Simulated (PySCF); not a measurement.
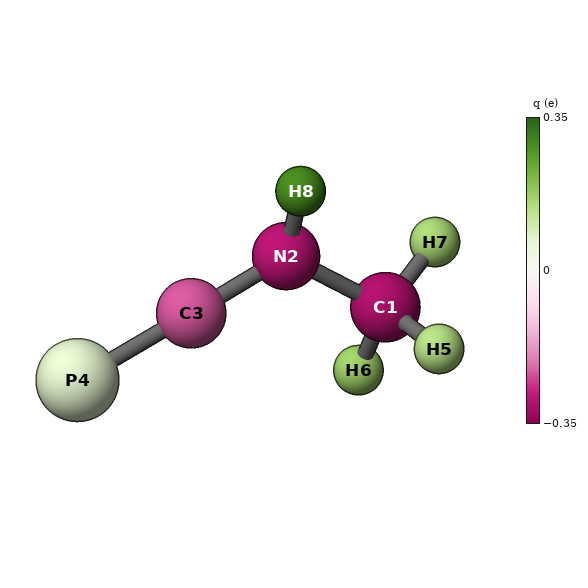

Atoms are coloured by their IAO charges. Computed geometry: GFN2-xTB optimisation. No frequency run is at hand to confirm it as a minimum. Level of theory: PBE0/pcSseg-1, gas phase (PySCF 2.14.0).

**Which atom carries the highest charge (most positive or least negative)?**

H8 (0.29 e).

**And the lowest?**

C1 (−0.30 e).

List the IAO charges.

| atom | value (e) |
| --- | --- |
| C1 | −0.30 |
| N2 | −0.29 |
| C3 | −0.23 |
| P4 | 0.07 |
| H5 | 0.14 |
| H6 | 0.17 |
| H7 | 0.15 |
| H8 | 0.29 |

The geometry is semi-empirical. Around P such bond lengths and angles can be off by a tenth of an ångström or more and by several degrees, and values that hang on the shape move with them.
